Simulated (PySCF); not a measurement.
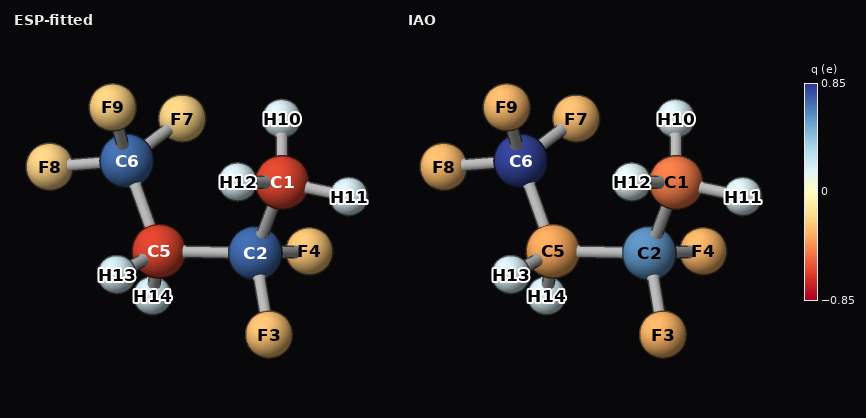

Atomic charges of one calculation by 2 schemes, on one colour scale. The geometry was computed by an optimisation with GFN2-xTB. No frequency run is at hand to confirm it as a minimum. Computed with PBE0/pcSseg-1 (PySCF 2.14.0).

> On which atom do the schemes disagree most?

On C5 (from −0.61 to −0.35 e).

List the charges (e), one line for each set of equivalent atoms.

```
atom  ESP-fitted    IAO
  C1       −0.61  −0.46
  C2        0.70   0.58
  F3       −0.26  −0.31
  F4       −0.25  −0.30
  C5       −0.61  −0.35
  C6        0.69   0.81
  F7       −0.20  −0.28
  F8       −0.21  −0.28
  F9       −0.22  −0.29
 H10        0.18   0.17
 H11        0.18   0.17
 H12        0.18   0.16
 H13        0.21   0.18
 H14        0.21   0.19
```
